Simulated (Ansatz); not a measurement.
# Si$_{2}$NH$_{6}$OF: geometry relaxation (part 2 of 2)

The same run, continued: Si$_{2}$NH$_{6}$OF; RKS PBE0/STO-3G (Ansatz 0.2.0). It belongs to a series of runs on one base structure; here: start relaxed.

Geometry of the input (Å):
```
Si 0.0000  0.0000  0.0000
F  0.0000  0.0000  1.5900
N  1.7163  0.0000  -0.6061
H  2.2145  -0.9180  -0.7868
H  2.2175  0.9180  -0.7783
Si -1.0456  1.8115  -0.7393
H  -2.4302  1.4780  -1.0607
H  -1.0215  2.8436  0.2931
H  -0.3743  2.3069  -1.9374
O  -0.7913  -1.3709  -0.5594
H  -1.2459  -1.8365  0.2129
```

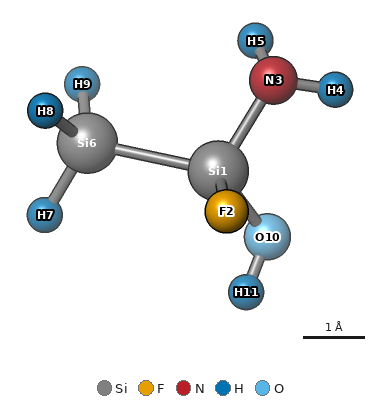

Figure 1. The geometry at step 18 of the log (ball-and-stick view, seen on its broad side; atoms are numbered from 1 in the order of the input).

Trajectory as extended XYZ, continued:
```
11
Properties=species:S:1:pos:R:3:forces:R:3 step=8 energy=-21825.54463
Si    0.0215   -0.0159   -0.0069   -0.2365  -0.0590   0.0053
F    -0.1056   -0.1450    1.6265    0.0426  -0.0248  -0.0512
N     1.6573    0.0262   -0.4956    0.0020  -0.1122   0.2257
H     2.1931   -0.8371   -0.6390    0.0790  -0.1341  -0.0106
H     2.0496    0.7943   -1.0424    0.1161   0.2750  -0.2217
Si   -1.0211    1.8645   -0.7421   -0.0061  -0.0035   0.0092
H    -2.4058    1.6027   -1.0541   -0.0025   0.0016  -0.0018
H    -0.9888    2.9041    0.2596    0.0025   0.0004   0.0001
H    -0.3913    2.3851   -1.9326    0.0086  -0.0173   0.0002
O    -0.6135   -1.5068   -0.5688    0.0212   0.0889   0.0486
H    -1.1559   -1.8395    0.2234   -0.0270  -0.0151  -0.0040
11
Properties=species:S:1:pos:R:3:forces:R:3 step=9 energy=-21825.54793
Si    0.0182   -0.0195   -0.0019    0.0759   0.0347  -0.0005
F    -0.0866   -0.1428    1.6324   -0.0025  -0.0399  -0.0229
N     1.6646    0.0387   -0.4873   -0.2164  -0.2085   0.3257
H     2.2070   -0.8245   -0.6165    0.0468  -0.0876  -0.0179
H     2.0375    0.7915   -1.0675    0.1058   0.2910  -0.2661
Si   -1.0249    1.8604   -0.7353    0.0051  -0.0320  -0.0179
H    -2.4105    1.6028   -1.0482    0.0008   0.0140   0.0139
H    -0.9798    2.9073    0.2582   -0.0129  -0.0020   0.0022
H    -0.3897    2.3628   -1.9301    0.0020   0.0066  -0.0133
O    -0.6030   -1.5106   -0.5657    0.1173   0.0567  -0.1626
H    -1.1934   -1.8335    0.1899   -0.1220  -0.0330   0.1595
11
Properties=species:S:1:pos:R:3:forces:R:3 step=10 energy=-21825.49389 accepted=F
Si    0.0319   -0.0156    0.0337   -0.1290  -0.0022   0.1017
F    -0.0875   -0.1683    1.6620   -0.0302   0.0000   0.0174
N     1.7249    0.1027   -0.3667    0.7688   1.5676  -1.9260
H     2.2084   -0.7962   -0.5660   -0.0903  -0.1562   0.0509
H     1.9445    0.7385   -1.2314   -0.5538  -1.3523   1.8525
Si   -1.0239    1.8496   -0.7182    0.0406   0.0093  -0.0211
H    -2.4151    1.6071   -1.0203    0.0211  -0.0218   0.0211
H    -0.9588    2.9183    0.2512   -0.0048  -0.0070  -0.0164
H    -0.3827    2.3053   -1.9297   -0.0312   0.0298   0.0086
O    -0.5403   -1.5061   -0.5765   -0.3647  -0.2833   0.2207
H    -1.2620   -1.8027    0.0896    0.3735   0.2161  -0.3095
11
Properties=species:S:1:pos:R:3:forces:R:3 step=11 energy=-21825.55926
Si    0.0403   -0.0096    0.0158   -0.1454  -0.0533  -0.0065
F    -0.0895   -0.1764    1.6432    0.0045   0.0548  -0.0037
N     1.7079    0.0613   -0.4222    0.0459   0.0640   0.0950
H     2.1971   -0.8288   -0.6091    0.0257  -0.0488  -0.0186
H     2.0113    0.7641   -1.1134    0.0140   0.0186  -0.0899
Si   -1.0245    1.8498   -0.7385    0.0106   0.1079   0.0761
H    -2.4169    1.5971   -1.0236    0.0168  -0.0584  -0.0113
H    -0.9797    2.9053    0.2456    0.0217   0.0188  -0.0055
H    -0.4094    2.3494   -1.9461    0.0041  -0.0245   0.0060
O    -0.5827   -1.4877   -0.5793    0.0089  -0.0635  -0.0362
H    -1.2144   -1.7918    0.1557   -0.0069  -0.0157  -0.0055
11
Properties=species:S:1:pos:R:3:forces:R:3 step=12 energy=-21825.56572
Si    0.0356   -0.0050    0.0343    0.0182   0.1508  -0.0577
F    -0.1232   -0.1675    1.6602    0.0523   0.0029  -0.0625
N     1.7347    0.1093   -0.3722    0.1625  -0.0993  -0.1740
H     2.1495   -0.8256   -0.5837    0.0264   0.1649   0.0290
H     1.9666    0.7197   -1.1905   -0.1928  -0.2028   0.2610
Si   -1.0184    1.8593   -0.7209   -0.0507  -0.0110   0.0079
H    -2.4105    1.5911   -0.9927   -0.0079   0.0193   0.0022
H    -0.9530    2.9372    0.2383    0.0027  -0.0184  -0.0033
H    -0.4122    2.3208   -1.9475    0.0026  -0.0056   0.0026
O    -0.5196   -1.4998   -0.5906   -0.1154  -0.0431   0.1221
H    -1.2101   -1.8070    0.0933    0.1021   0.0423  -0.1273
11
Properties=species:S:1:pos:R:3:forces:R:3 step=13 energy=-21825.57040
Si    0.0409    0.0006    0.0205   -0.0430  -0.0900   0.1286
F    -0.1103   -0.1510    1.6471    0.0029  -0.0149  -0.0011
N     1.7430    0.0984   -0.3660    0.1204   0.2082  -0.2569
H     2.1888   -0.8257   -0.5485   -0.0705   0.0336   0.0285
H     1.9519    0.6882   -1.2026   -0.0162  -0.1393   0.1777
Si   -1.0312    1.8614   -0.7187    0.0629  -0.0194  -0.0412
H    -2.4254    1.5964   -0.9835    0.0067  -0.0011   0.0057
H    -0.9556    2.9320    0.2476   -0.0013  -0.0102  -0.0114
H    -0.4245    2.3212   -1.9456   -0.0273   0.0298  -0.0044
O    -0.5160   -1.4970   -0.5954   -0.0286  -0.0086  -0.0054
H    -1.2222   -1.7920    0.0730   -0.0059   0.0117  -0.0202
11
Properties=species:S:1:pos:R:3:forces:R:3 step=14 energy=-21825.57266
Si    0.0475    0.0039    0.0318    0.0731  -0.0187  -0.0433
F    -0.0767   -0.1879    1.6521   -0.0525   0.0610   0.1405
N     1.7556    0.1401   -0.3511   -0.0443   0.0210   0.0280
H     2.2132   -0.7916   -0.4320    0.0297  -0.1036   0.0562
H     1.9250    0.5959   -1.2689    0.0229   0.1372  -0.1402
Si   -1.0361    1.8617   -0.7102    0.0254  -0.0348  -0.0141
H    -2.4388    1.5998   -0.9293    0.0001  -0.0144   0.0127
H    -0.9329    2.9526    0.2298    0.0095  -0.0171   0.0145
H    -0.4740    2.3047   -1.9650    0.0002  -0.0172   0.0173
O    -0.4780   -1.4951   -0.6038    0.1746   0.0621  -0.2157
H    -1.2654   -1.7515   -0.0254   -0.2388  -0.0754   0.1442
11
Properties=species:S:1:pos:R:3:forces:R:3 step=15 energy=-21825.57511
Si    0.0434   -0.0022    0.0277    0.0269   0.0325   0.0057
F    -0.1145   -0.2036    1.6456   -0.0307   0.0468   0.0768
N     1.7538    0.1438   -0.3283   -0.0521  -0.0216   0.0867
H     2.2176   -0.7830   -0.4275    0.0340  -0.0559   0.0196
H     1.9439    0.6417   -1.2187    0.0403   0.1073  -0.1491
Si   -1.0363    1.8571   -0.7144    0.0939  -0.1282   0.0135
H    -2.4516    1.6220   -0.8439   -0.0781  -0.0102   0.0011
H    -0.8482    2.9674    0.1836    0.0031   0.0627   0.0599
H    -0.5340    2.2448   -2.0092    0.0137   0.0094  -0.0454
O    -0.4721   -1.4942   -0.6302    0.0892   0.0037  -0.1434
H    -1.2624   -1.7615   -0.0565   -0.1402  -0.0465   0.0746
11
Properties=species:S:1:pos:R:3:forces:R:3 step=16 energy=-21825.57844
Si    0.0510   -0.0070    0.0331   -0.0366   0.0586   0.0860
F    -0.0995   -0.1890    1.6574   -0.0032   0.0192  -0.0543
N     1.7559    0.1483   -0.3329    0.0844   0.0096  -0.0957
H     2.2446   -0.7689   -0.4054   -0.0179  -0.0254   0.0442
H     1.9461    0.6311   -1.2360   -0.0356   0.0186   0.0339
Si   -1.0351    1.8458   -0.7108    0.0330  -0.0635   0.0240
H    -2.4524    1.6050   -0.8346   -0.0182  -0.0005   0.0032
H    -0.8497    2.9574    0.1900   -0.0028   0.0234   0.0080
H    -0.5399    2.2342   -2.0095    0.0054   0.0071  -0.0117
O    -0.4724   -1.4965   -0.6241    0.0498  -0.0426  -0.0615
H    -1.3090   -1.7280   -0.0992   -0.0583  -0.0046   0.0238
11
Properties=species:S:1:pos:R:3:forces:R:3 step=17 energy=-21825.55995 accepted=F
Si    0.0650   -0.0092    0.0426   -0.0155   0.1666   0.1111
F    -0.0660   -0.1849    1.6692    0.0145   0.0077  -0.0687
N     1.7691    0.1774   -0.3325    0.3067  -0.1714  -0.3716
H     2.2918   -0.7345   -0.3019   -0.2026   0.3398  -0.0454
H     1.9327    0.5584   -1.2996   -0.0795  -0.2028   0.4332
Si   -1.0384    1.8335   -0.6964   -0.0749   0.0234  -0.0232
H    -2.4615    1.5825   -0.7799    0.0899   0.0268  -0.0064
H    -0.8408    2.9638    0.1843   -0.0009  -0.0653  -0.0479
H    -0.5764    2.2047   -2.0167   -0.0337  -0.0202   0.0832
O    -0.4435   -1.5013   -0.6202   -1.1024  -0.3130   0.3875
H    -1.3924   -1.6577   -0.2209    1.0984   0.2085  -0.4519
11
Properties=species:S:1:pos:R:3:forces:R:3 step=18 energy=-21825.57736 accepted=F
Si    0.0514   -0.0055    0.0294    0.0901  -0.1278  -0.0298
F    -0.0993   -0.1667    1.6512    0.0064  -0.0432   0.1076
N     1.7554    0.1581   -0.3432   -0.0743   0.0170   0.0992
H     2.2485   -0.7573   -0.3686    0.0697  -0.0576  -0.0348
H     1.9344    0.6043   -1.2646    0.0261   0.0084  -0.0658
Si   -1.0308    1.8381   -0.7015   -0.1108   0.1321  -0.1059
H    -2.4486    1.5956   -0.8213   -0.0078   0.0024  -0.0122
H    -0.8511    2.9531    0.1968    0.0139  -0.0076   0.0236
H    -0.5382    2.2341   -1.9996   -0.0112  -0.0072  -0.0072
O    -0.4580   -1.5096   -0.6187    0.0947   0.1164  -0.0028
H    -1.3243   -1.7116   -0.1318   -0.0968  -0.0328   0.0280
11
Properties=species:S:1:pos:R:3:forces:R:3 step=19 energy=-21825.57944
Si    0.0533   -0.0059    0.0353    0.0055  -0.0115   0.0146
F    -0.0959   -0.1843    1.6584   -0.0006   0.0076  -0.0009
N     1.7584    0.1506   -0.3353    0.0066  -0.0023  -0.0038
H     2.2469   -0.7676   -0.3947   -0.0002  -0.0077   0.0075
H     1.9430    0.6244   -1.2433   -0.0052   0.0069  -0.0078
Si   -1.0351    1.8416   -0.7080   -0.0064   0.0201  -0.0046
H    -2.4535    1.6028   -0.8306   -0.0017  -0.0086   0.0048
H    -0.8507    2.9562    0.1903   -0.0006   0.0044   0.0027
H    -0.5420    2.2315   -2.0077    0.0020  -0.0038  -0.0007
O    -0.4668   -1.4986   -0.6223    0.0189  -0.0072  -0.0080
H    -1.3181   -1.7182   -0.1140   -0.0185   0.0021  -0.0039
11
Properties=species:S:1:pos:R:3:forces:R:3 step=20 energy=-21825.58075
Si    0.0614   -0.0051    0.0411   -0.0501  -0.0183   0.0397
F    -0.0753   -0.1728    1.6665   -0.0044   0.0056  -0.0074
N     1.7644    0.1563   -0.3349    0.0175   0.0114  -0.0070
H     2.2592   -0.7601   -0.3638    0.0097  -0.0102  -0.0044
H     1.9363    0.5959   -1.2625    0.0177   0.0001  -0.0155
Si   -1.0388    1.8366   -0.7031    0.0009  -0.0017   0.0014
H    -2.4570    1.5905   -0.8149    0.0028  -0.0054   0.0019
H    -0.8532    2.9549    0.1907   -0.0012  -0.0006  -0.0025
H    -0.5555    2.2228   -2.0077   -0.0015  -0.0032   0.0024
O    -0.4505   -1.5045   -0.6088    0.0069   0.0109  -0.0029
H    -1.3515   -1.6817   -0.1746    0.0017   0.0113  -0.0057
11
Properties=species:S:1:pos:R:3:forces:R:3 step=21 energy=-21825.57038 accepted=F
Si    0.0773   -0.0027    0.0552   -0.0699   0.0373   0.0649
F    -0.0400   -0.1529    1.6838    0.0087  -0.0021  -0.0302
N     1.7776    0.1631   -0.3352    0.0821   0.0283  -0.0940
H     2.2822   -0.7504   -0.3170   -0.0158   0.0540  -0.0305
H     1.9325    0.5497   -1.2928    0.0104  -0.0761   0.1114
Si   -1.0443    1.8247   -0.6928   -0.0108  -0.0059  -0.0046
H    -2.4609    1.5590   -0.7866    0.0135   0.0033  -0.0009
H    -0.8633    2.9538    0.1887    0.0004  -0.0109  -0.0059
H    -0.5804    2.2032   -2.0069   -0.0035  -0.0054   0.0091
O    -0.4272   -1.5090   -0.5852   -0.9579  -0.1169   0.2567
H    -1.4140   -1.6060   -0.2834    0.9426   0.0945  -0.2760
11
Properties=species:S:1:pos:R:3:forces:R:3 step=22 energy=-21825.58047 accepted=F
Si    0.0628   -0.0039    0.0489    0.1044   0.0758  -0.0623
F    -0.0623   -0.1780    1.6736   -0.0035   0.0011   0.0074
N     1.7662    0.1581   -0.3378    0.0071  -0.0393   0.0462
H     2.2640   -0.7575   -0.3476   -0.0019   0.0105   0.0034
H     1.9474    0.5819   -1.2713   -0.0551   0.0043   0.0046
Si   -1.0408    1.8355   -0.6950   -0.0106  -0.0253  -0.0154
H    -2.4566    1.5761   -0.8036   -0.0119   0.0109   0.0100
H    -0.8605    2.9670    0.1831    0.0026  -0.0118   0.0058
H    -0.5647    2.2056   -2.0066    0.0046   0.0093  -0.0003
O    -0.4498   -1.4965   -0.6116   -0.0106  -0.0137   0.0085
H    -1.3662   -1.6558   -0.2042   -0.0251  -0.0217  -0.0077
11
Properties=species:S:1:pos:R:3:forces:R:3 step=23 energy=-21825.58109
Si    0.0636   -0.0036    0.0442   -0.0103  -0.0076  -0.0022
F    -0.0709   -0.1708    1.6693    0.0004   0.0027   0.0010
N     1.7672    0.1563   -0.3353    0.0099   0.0030   0.0050
H     2.2623   -0.7604   -0.3578    0.0012  -0.0028  -0.0008
H     1.9410    0.5893   -1.2660   -0.0037  -0.0011  -0.0044
Si   -1.0408    1.8343   -0.7013    0.0072   0.0050   0.0052
H    -2.4585    1.5843   -0.8099    0.0006  -0.0042   0.0012
H    -0.8557    2.9550    0.1896   -0.0032   0.0024  -0.0025
H    -0.5602    2.2178   -2.0076   -0.0029  -0.0009  -0.0002
O    -0.4493   -1.5010   -0.6085   -0.0003   0.0003   0.0060
H    -1.3591   -1.6684   -0.1887    0.0011   0.0032  -0.0083
11
Properties=species:S:1:pos:R:3:forces:R:3 step=24 energy=-21825.58125
Si    0.0677   -0.0027    0.0476    0.0398   0.0273  -0.0179
F    -0.0621   -0.1652    1.6732    0.0041  -0.0087   0.0084
N     1.7719    0.1569   -0.3352    0.0127  -0.0102   0.0089
H     2.2689   -0.7596   -0.3416   -0.0072   0.0104  -0.0008
H     1.9448    0.5719   -1.2748   -0.0207  -0.0065   0.0118
Si   -1.0411    1.8329   -0.6959   -0.0202  -0.0032  -0.0163
H    -2.4573    1.5701   -0.7959   -0.0031   0.0069  -0.0019
H    -0.8624    2.9620    0.1855    0.0079  -0.0097   0.0073
H    -0.5718    2.2115   -2.0076    0.0007  -0.0014  -0.0010
O    -0.4438   -1.5002   -0.6051   -0.0849  -0.0095   0.0392
H    -1.3752   -1.6449   -0.2222    0.0709   0.0046  -0.0377
11
Properties=species:S:1:pos:R:3:forces:R:3 step=25 energy=-21825.58126
Si    0.0671   -0.0030    0.0468    0.0497   0.0300  -0.0147
F    -0.0617   -0.1699    1.6720    0.0068  -0.0045   0.0088
N     1.7716    0.1611   -0.3372   -0.0241   0.0065   0.0276
H     2.2767   -0.7505   -0.3280   -0.0100  -0.0131   0.0015
H     1.9374    0.5586   -1.2852   -0.0044   0.0066  -0.0106
Si   -1.0414    1.8335   -0.6955   -0.0121   0.0012  -0.0106
H    -2.4577    1.5729   -0.7972   -0.0028   0.0042  -0.0019
H    -0.8618    2.9611    0.1877    0.0059  -0.0090   0.0077
H    -0.5699    2.2141   -2.0059   -0.0008  -0.0031  -0.0023
O    -0.4469   -1.4974   -0.6096   -0.0527  -0.0280   0.0199
H    -1.3739   -1.6479   -0.2199    0.0445   0.0092  -0.0253
11
Properties=species:S:1:pos:R:3:forces:R:3 step=26 energy=-21825.58147
Si    0.0704   -0.0011    0.0501    0.0068   0.0061  -0.0241
F    -0.0556   -0.1665    1.6757    0.0040   0.0023   0.0032
N     1.7743    0.1603   -0.3347    0.0098   0.0031   0.0018
H     2.2745   -0.7546   -0.3296   -0.0107   0.0079  -0.0011
H     1.9407    0.5604   -1.2821   -0.0097  -0.0073   0.0125
Si   -1.0441    1.8303   -0.6963    0.0036   0.0006   0.0056
H    -2.4610    1.5708   -0.7951    0.0010  -0.0012   0.0057
H    -0.8599    2.9561    0.1882   -0.0030   0.0029  -0.0061
H    -0.5761    2.2082   -2.0087    0.0035   0.0025   0.0026
O    -0.4431   -1.4969   -0.6046   -0.0687  -0.0230   0.0306
H    -1.3806   -1.6344   -0.2348    0.0633   0.0060  -0.0304
11
Properties=species:S:1:pos:R:3:forces:R:3 step=27 energy=-21825.58163
Si    0.0713   -0.0014    0.0501    0.0032  -0.0027  -0.0058
F    -0.0528   -0.1645    1.6762   -0.0007  -0.0001   0.0020
N     1.7765    0.1625   -0.3322   -0.0236   0.0037   0.0172
H     2.2741   -0.7536   -0.3248    0.0097  -0.0084  -0.0059
H     1.9393    0.5562   -1.2826    0.0048  -0.0016  -0.0115
Si   -1.0444    1.8295   -0.6955   -0.0002  -0.0009   0.0012
H    -2.4615    1.5692   -0.7874   -0.0009   0.0005  -0.0002
H    -0.8576    2.9580    0.1849    0.0006   0.0004   0.0005
H    -0.5808    2.2052   -2.0101    0.0000  -0.0007  -0.0006
O    -0.4407   -1.4996   -0.6021    0.0153   0.0123   0.0021
H    -1.3839   -1.6289   -0.2486   -0.0082  -0.0025   0.0009
11
Properties=species:S:1:pos:R:3:forces:R:3 step=28 energy=-21825.58166
Si    0.0717   -0.0010    0.0506    0.0001  -0.0048  -0.0008
F    -0.0518   -0.1637    1.6768   -0.0001  -0.0003   0.0015
N     1.7768    0.1632   -0.3319   -0.0083   0.0043   0.0048
H     2.2753   -0.7526   -0.3211    0.0030  -0.0044  -0.0017
H     1.9386    0.5520   -1.2848    0.0019  -0.0006  -0.0038
Si   -1.0453    1.8292   -0.6947    0.0024   0.0007  -0.0010
H    -2.4627    1.5696   -0.7848    0.0002  -0.0008  -0.0002
H    -0.8570    2.9585    0.1844    0.0005  -0.0002   0.0005
H    -0.5826    2.2032   -2.0101   -0.0017   0.0003  -0.0008
O    -0.4386   -1.4996   -0.6015   -0.0001   0.0075   0.0041
H    -1.3851   -1.6262   -0.2551    0.0021  -0.0018  -0.0026
```

Results in brief:

| quantity | value |
| --- | --- |
| outcome | converged |
| total energy | −21825.5817 eV |
| mean-field energy | −21825.5817 eV |
| largest force (length of the vector) at the end | 0.010 eV/Å |
| wall time | 67 s |
| peak memory | 0.14 GiB |
